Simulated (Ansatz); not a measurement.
```xyz
5

Br   -1.3410   -0.5008   -1.5693
Br    0.5795    2.0199    0.1767
F     1.3742   -0.9582   -0.1469
F    -0.6095   -0.5474    1.4419
Si    0.0466   -0.0874    0.0563
```

Geometry: PBE0-D4/def2-SVP.

These are results of isolated molecule in a Gaussian basis; Kohn-Sham density functional theory, functional PBE0 in Ansatz, not measurements.

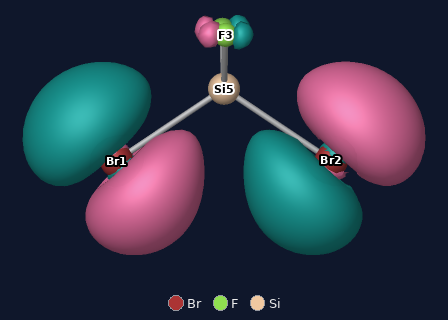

Br$_{2}$F$_{2}$Si. The HOMO at ±0.1 Å⁻³ᐟ² (teal and pink are the two phases), seen across its widest extent.

**What is the character of this orbital?**

Its weight (Hirshfeld) is mainly on Br1 (about 45 %) and Br2 (about 45 %); largely a combination of lone pairs on Br1 and Br2. Its energy is −9.14 eV.
